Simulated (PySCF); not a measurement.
# ClF₃: structure of the singlet

Aim: relax ClF₃ as a singlet from a trigonal planar start, check by its vibrations whether the end is a minimum, and collect its spectrum and constants.

Computed with PySCF 2.14.0. Level: PBE0, basis Cl def2-TZVP, F def2-TZVP, no relativity, density fitting.

### Step 1. The system as given

4 atoms, charge 0, spin multiplicity 1.

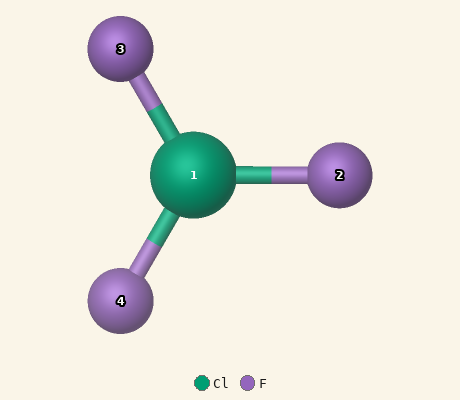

As it starts; chlorine teal, fluorine purple; atoms are numbered from 1 in the order of the file.

Z-matrix (Å, degrees; charge 0 multiplicity 1):
```
Cl
F  1 1.6300
F  1 1.6300 2 120.00
F  1 1.6300 2 120.00 3 180.00
```

### Step 2. Finding the electronic state

One driver script runs all steps and calls PySCF; scf.py shows how it sets up the SCF of each step. The optimiser is the driver's own. After this first run the driver tries any further starts and a stability analysis.

The input, scf.py:

```python
from pyscf import gto, scf, dft
mol = gto.M(atom='''
Cl     0.000000     0.000000     0.000000
F      1.630000     0.000000     0.000000
F     -0.815000     1.411600     0.000000
F     -0.815000    -1.411600     0.000000''',
    basis={'Cl': 'def2-TZVP', 'F': 'def2-TZVP'},
    charge=0, spin=0)
mf = dft.RKS(mol, xc='PBE0')
mf.grids.atom_grid = (50, 194)
aux = {'Cl': 'def2-universal-JKFIT', 'F': 'def2-universal-JKFIT'}
mf = mf.density_fit(auxbasis=aux)
mf.conv_tol = 1e-08
mf.diis_space = 10
mf.max_cycle = 60
mf.init_guess = 'minao'
mf.verbose = 4
mf.kernel()
```

The run is started by

```console
> OMP_NUM_THREADS=4 python axn.py task.json out
```

Standard output:

```text
init E= -759.845309392923
  HOMO = -0.300187341353024  LUMO = -0.100369051563872  gap/eV = 5.43733
cycle= 1 E= -759.040774807087  delta_E= 0.805  |g|= 0.914  |ddm|= 2.21
  HOMO = -0.323555837491349  LUMO = -0.127454663092298  gap/eV = 5.33618
cycle= 2 E= -758.697283279543  delta_E= 0.343  |g|= 1.75  |ddm|= 1.32
  HOMO = -0.349209857681545  LUMO = -0.0997010643941957  gap/eV = 6.78948
cycle= 3 E= -759.1802764185  delta_E= -0.483  |g|= 0.0334  |ddm|= 0.825
  HOMO = -0.342722703010201  LUMO = -0.0886121422121954  gap/eV = 6.91470
cycle= 4 E= -759.180399679494  delta_E= -0.000123  |g|= 0.0173  |ddm|= 0.0381
  HOMO = -0.345625685412512  LUMO = -0.0915685301308278  gap/eV = 6.91325
cycle= 5 E= -759.180438844627  delta_E= -3.92e-05  |g|= 0.0021  |ddm|= 0.0157
  HOMO = -0.345304204625621  LUMO = -0.0912253465811214  gap/eV = 6.91384
cycle= 6 E= -759.180439646619  delta_E= -8.02e-07  |g|= 0.00067  |ddm|= 0.00245
  HOMO = -0.345319124023098  LUMO = -0.0912374132416493  gap/eV = 6.91392
cycle= 7 E= -759.180439639207  delta_E= 7.41e-09  |g|= 0.00069  |ddm|= 0.000776
  HOMO = -0.345333081417458  LUMO = -0.0912511664560033  gap/eV = 6.91392
cycle= 8 E= -759.180439718345  delta_E= -7.91e-08  |g|= 5.65e-05  |ddm|= 0.000417
  HOMO = -0.345337967343414  LUMO = -0.091256325616499  gap/eV = 6.91391
cycle= 9 E= -759.180439718919  delta_E= -5.73e-10  |g|= 5.27e-06  |ddm|= 3.69e-05
  HOMO = -0.345337614012697  LUMO = -0.0912560137936136  gap/eV = 6.91391
Extra cycle  E= -759.180439718913  delta_E= 5.68e-12  |g|= 8.61e-06  |ddm|= 5.81e-06
converged SCF energy = -759.180439718913
```

This step, with its further starts and checks, ran for 6.4 s (4 threads of Arm Neoverse V2, shared host).

Energies from each starting density:

| start | energy (Eh) |
| --- | --- |
| the minimal-basis guess | -759.180440 |
| a thermally smeared density | -759.180440 |
| a smeared PBE density | -759.180440 |

The test of internal stability and the other starts found no lower closed-shell solution.

### Step 3. Relaxation: trigonal planar start, singlet

The program finds D3h symmetry in the start, which this walk keeps. The walk stops when the largest gradient is under 0.0003 Eh/bohr and the energy has settled too.

scf.py, as its differences from that of step 2:

```diff
@@ -3,4 +3,4 @@
-Cl     0.000000     0.000000     0.000000
-F      1.630000     0.000000     0.000000
-F     -0.815000     1.411600     0.000000
-F     -0.815000    -1.411600     0.000000''',
+Cl    -0.000000     0.000000     0.000000
+F      1.629988     0.000000     0.000000
+F     -0.814994     1.411611     0.000000
+F     -0.814994    -1.411611     0.000000''',
@@ -16 +15,0 @@
-mf.init_guess = 'minao'
```

Steps of the walk:

| step | energy (Eh) | change (kJ/mol) | largest symmetric gradient (Eh/bohr) |
| --- | --- | --- | --- |
| 0 | -759.180440 | 0.00 | 0.05196 |
| 1 | -759.192132 | -30.70 | 0.00729 |
| 2 | -759.192459 | -31.56 | 0.00162 |
| 3 | -759.192475 | -31.60 | 0.00007 |

The walk took 3.4 s.

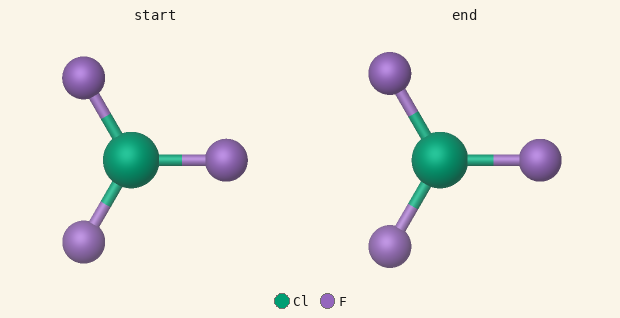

Start and end of the relaxation.

It settles in D3h symmetry, 31.6 kJ/mol below the start, after 3 steps: Cl–F 1.718 Å (×3); F–Cl–F 120.0° (×3).

### Step 4. Is it a minimum? Harmonic modes

The point is checked on the finer grid, and tightened if its gradient asks for it. The Hessian and the dipole derivatives come from central differences of analytic gradients, with steps of 0.02 bohr.

scf.py, as its differences from that of step 3:

```diff
@@ -4,3 +4,3 @@
-F      1.629988     0.000000     0.000000
-F     -0.814994     1.411611     0.000000
-F     -0.814994    -1.411611     0.000000''',
+F      1.718492    -0.000000     0.000000
+F     -0.859246     1.488257     0.000000
+F     -0.859246    -1.488257     0.000000''',
@@ -10 +10 @@
-mf.grids.atom_grid = (50, 194)
+mf.grids.atom_grid = (75, 302)
@@ -13 +13 @@
-mf.conv_tol = 1e-08
+mf.conv_tol = 1e-10
```

This SCF starts from the last density.

Log of the central SCF (cycles and frontier levels):

```text
init E= -759.192552680745
  HOMO = -0.371502582813282  LUMO = -0.14432116532114  gap/eV = 6.18192
cycle= 1 E= -759.192552680746  delta_E= -4.55e-13  |g|= 2.74e-06  |ddm|= 2.4e-06
  HOMO = -0.371502451968074  LUMO = -0.144320886771534  gap/eV = 6.18193
Extra cycle  E= -759.192552680737  delta_E= 8.41e-12  |g|= 7.12e-06  |ddm|= 5.6e-06
converged SCF energy = -759.192552680737
```

The whole step took 13 s.

Geometry: D3h; Cl–F 1.718 Å (×3); F–Cl–F 120.0° (×3).

Harmonic modes (main isotopes):

| symmetry | ω (cm⁻¹) | IR (km/mol) |
| --- | --- | --- |
| e' | 141i | 6.9 |
| a2'' | 445 | 25.8 |
| a1' | 586 | 0.0 |
| e' | 589 | 654 |

2 modes are imaginary, the largest at 141i cm⁻¹: a saddle point, not a minimum.

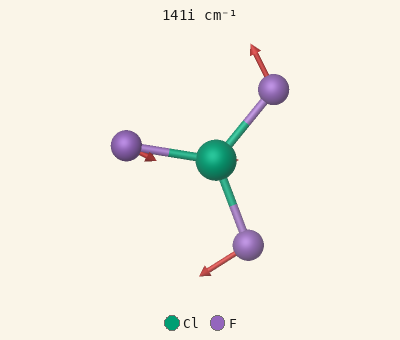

The imaginary mode, as arrows.

Constants and moments:

```yaml
Dipole_moment: 0.00 D
Highest_occupied_level: -10.11 eV
Lowest_empty_level: -3.93 eV
Rotational_constants: 0.2003, 0.2003, 0.1002 cm⁻¹
Zero-point_energy_real_modes: 13.2 kJ/mol
Principal_polarisabilities: 11.9, 33.4, 33.4 bohr³
Atomisation_energy_without_zero-point_energy: 437 kJ/mol
Principal_traceless_quadrupole_moments_about_the_centre_of_mass: -1.65, -1.65, 3.29 D Å
```

Populations by atom (charges in e):

| atom | Mulliken | Löwdin | polar tensor | Mayer order to Cl1 |
| --- | --- | --- | --- | --- |
| Cl1 | 0.73 | 0.83 | 1.79 | – |
| F2,3,4 | -0.24 | -0.28 | -0.60 | 0.85 |

Mulliken populations on Cl1: s 6.07, p 9.76, d 0.40, f 0.04.

### Step 5. Following the imaginary mode

The atoms are moved a little along the softest imaginary mode and relaxed again.

The program finds Cs symmetry in the start, which this walk keeps.

scf.py, as its differences from that of step 4:

```diff
@@ -3,4 +3,4 @@
-Cl    -0.000000     0.000000     0.000000
-F      1.718492    -0.000000     0.000000
-F     -0.859246     1.488257     0.000000
-F     -0.859246    -1.488257     0.000000''',
+Cl    -0.096244    -0.016208     0.000000
+F      1.578705     0.043428    -0.000000
+F     -0.671780     1.653656    -0.000000
+F     -0.729777    -1.667252     0.000000''',
@@ -10 +10 @@
-mf.grids.atom_grid = (75, 302)
+mf.grids.atom_grid = (50, 194)
@@ -13 +13 @@
-mf.conv_tol = 1e-10
+mf.conv_tol = 1e-08
```

The optimiser's trace:

| step | energy (Eh) | change (kJ/mol) | largest symmetric gradient (Eh/bohr) |
| --- | --- | --- | --- |
| 0 | -759.196609 | 0.00 | 0.01388 |
| 1 | -759.204664 | -21.15 | 0.01448 |
| 2 | -759.216848 | -53.14 | 0.02067 |
| 3 | -759.217096 | -53.79 | 0.03563 |
| 4 | -759.228481 | -83.68 | 0.01461 |
| 5 | -759.229608 | -86.64 | 0.00412 |
| 6 | -759.229761 | -87.04 | 0.00238 |
| 7 | -759.229812 | -87.17 | 0.00100 |
| 8 | -759.229815 | -87.18 | 0.00014 |

The walk took 9.3 s.

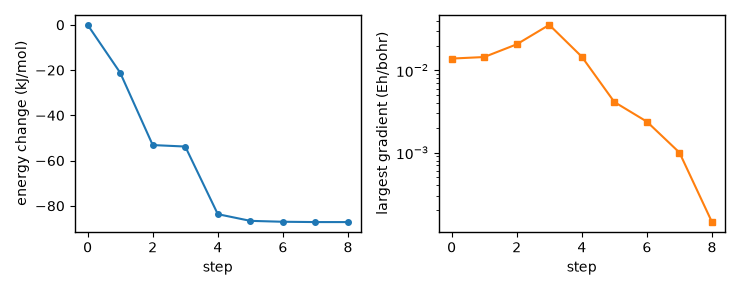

How energy and gradient fall.

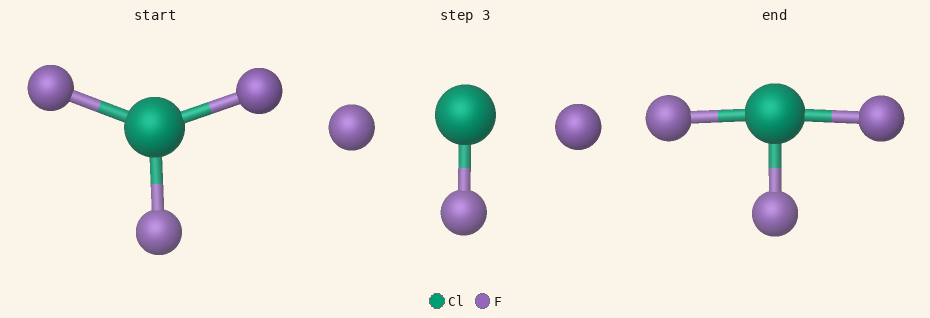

Start and end of the relaxation, with a step between.

End point (C2v, 8 steps, 87.2 kJ/mol gained): Cl–F 1.595 Å, Cl–F 1.693 Å (×2); F–Cl–F 87.5° (×2), F–Cl–F 175.0°.

### Step 6. Is it a minimum? Harmonic modes

As before: finer grid, then central differences.

scf.py, as its differences from that of step 5:

```diff
@@ -3,4 +3,4 @@
-Cl    -0.096244    -0.016208     0.000000
-F      1.578705     0.043428    -0.000000
-F     -0.671780     1.653656    -0.000000
-F     -0.729777    -1.667252     0.000000''',
+Cl    -0.360457     0.001650     0.000000
+F      1.234449    -0.005651    -0.000000
+F     -0.277933     1.693180    -0.000000
+F     -0.293421    -1.690565     0.000000''',
@@ -10 +10 @@
-mf.grids.atom_grid = (50, 194)
+mf.grids.atom_grid = (75, 302)
@@ -13 +13 @@
-mf.conv_tol = 1e-08
+mf.conv_tol = 1e-10
```

SCF at the final geometry:

```text
init E= -759.229773553417
  HOMO = -0.358299112360283  LUMO = -0.132558664957124  gap/eV = 6.14271
cycle= 1 E= -759.229773553332  delta_E= 8.44e-11  |g|= 2.52e-05  |ddm|= 1.86e-05
  HOMO = -0.358299046542997  LUMO = -0.13255792523227  gap/eV = 6.14273
cycle= 2 E= -759.229773552924  delta_E= 4.08e-10  |g|= 5.59e-05  |ddm|= 4.1e-05
  HOMO = -0.358299011236471  LUMO = -0.132558263146223  gap/eV = 6.14272
cycle= 3 E= -759.229773553435  delta_E= -5.11e-10  |g|= 1.27e-06  |ddm|= 2.83e-05
  HOMO = -0.358299029856978  LUMO = -0.132558339055102  gap/eV = 6.14272
cycle= 4 E= -759.229773553436  delta_E= -6.82e-13  |g|= 1.5e-07  |ddm|= 6.68e-07
  HOMO = -0.358299058184478  LUMO = -0.132558359628071  gap/eV = 6.14272
Extra cycle  E= -759.229773553435  delta_E= 4.55e-13  |g|= 2.01e-07  |ddm|= 1.77e-07
converged SCF energy = -759.229773553435
```

The whole step ran for 21 s (4 threads of Arm Neoverse V2, shared host).

Geometry: C2v; Cl–F 1.595 Å, Cl–F 1.694 Å (×2); F–Cl–F 87.5° (×2), F–Cl–F 174.9°.

Modes, for the most abundant isotopes:

| symmetry | ω (cm⁻¹) | IR (km/mol) |
| --- | --- | --- |
| b1 | 336 | 16.7 |
| a1 | 337 | 13.3 |
| b2 | 443 | 0.2 |
| a1 | 553 | 4.3 |
| b2 | 726 | 533 |
| a1 | 797 | 58.4 |

All wavenumbers are real: a minimum.

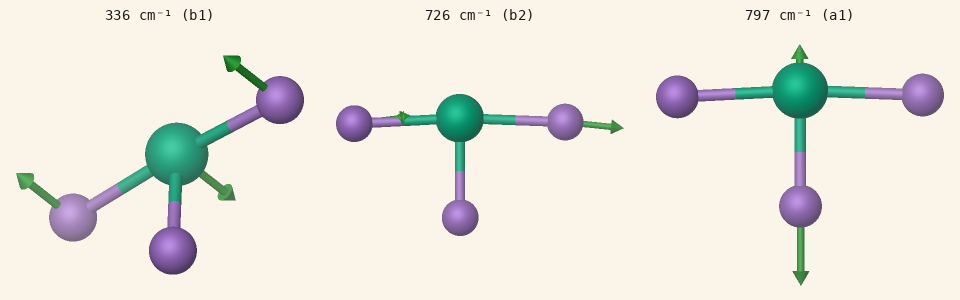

How the atoms move in 3 of the modes.

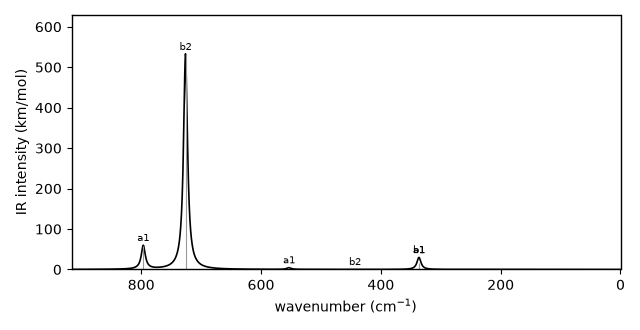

The harmonic infrared spectrum (widths in cm⁻¹). Lines are broadened to a width of 8 cm⁻¹ (Lorentzian).

Properties at this point:

| Property | Result |
| --- | --- |
| Dipole moment | 0.62 D |
| Highest occupied level | -9.75 eV |
| Lowest empty level | -3.61 eV |
| Rotational constants | 0.4606, 0.155, 0.116 cm⁻¹ |
| Zero-point energy | 19.1 kJ/mol |
| Principal polarisabilities | 12.0, 20.1, 34.7 bohr³ |
| Atomisation energy without zero-point energy | 535 kJ/mol |
| Principal traceless quadrupole moments about the centre of mass | -6.88, 2.87, 4.00 D Å |
| Entropy at 298.15 K and 1 bar | 281.2 J/(mol K) |
| Heat capacity Cp at 298.15 K | 63.2 J/(mol K) |
| Enthalpy at 298.15 K above 0 K | 13.57 kJ/mol |
| Rotational symmetry number | 2 |

Charges (e) and bond orders:

```json
{"atom": "Cl1", "Mulliken": "0.67", "Löwdin": "0.73", "polar tensor": "1.70", "Mayer order to Cl1": "–"}
{"atom": "F2", "Mulliken": "-0.09", "Löwdin": "-0.13", "polar tensor": "-0.34", "Mayer order to Cl1": "0.99"}
{"atom": "F3,4", "Mulliken": "-0.29", "Löwdin": "-0.30", "polar tensor": "-0.68", "Mayer order to Cl1": "0.83"}
```

Mulliken populations on Cl1: s 5.98, p 9.83, d 0.47, f 0.04.

### Step 7. Stability of the closed shell

At the lowest minimum the closed shell is tested against spin polarisation, on the (50, 194) grid. It is stable.

### Step 8. All stationary points

| spin | group | bonds | imaginary modes (cm⁻¹) | ΔE (kJ/mol) | with zero-point energy |
| --- | --- | --- | --- | --- | --- |
| singlet | C2v | Cl–F 1.595 Å, Cl–F 1.694 Å (×2) | none | 0.0 | 0.0 |
| singlet | D3h | Cl–F 1.718 Å (×3) | 141i, 141i | 97.7 | – |

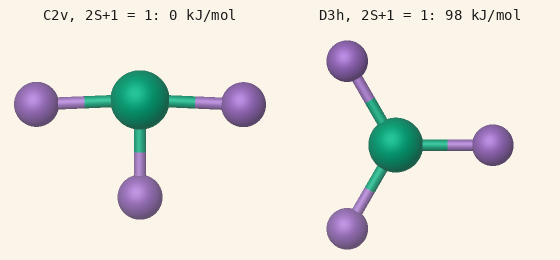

The points, lowest first (chlorine teal, fluorine purple).

### Step 9. What came out

```
                                 quantity                                                              value
                                  minimum                                                       singlet, C2v
                                 geometry  Cl–F 1.595 Å, Cl–F 1.694 Å (×2); F–Cl–F 87.5° (×2), F–Cl–F 174.9°
                       wavenumbers (cm⁻¹)         336 (b1), 337 (a1), 443 (b2), 553 (a1), 726 (b2), 797 (a1)
                            dipole moment                                                             0.62 D
     highest occupied, lowest empty level                                                    -9.75, -3.61 eV
               polar-tensor charge of Cl1                                                            +1.70 e
                        zero-point energy                                                        19.1 kJ/mol
                      entropy at 298.15 K                                                    281.2 J/(mol K)
atomisation energy (no zero-point energy)                                                         535 kJ/mol
```

What this shows: The trigonal planar start (D3h) ends in a minimum of C2v symmetry, after a stop at a second-order saddle point 97.7 kJ/mol higher, from which it was pushed off along an imaginary mode. The strongest infrared band lies at 726 cm⁻¹ (b2, stretch). Other starts or spin states, not run here, may lie lower.

The search up to here took 56 s.
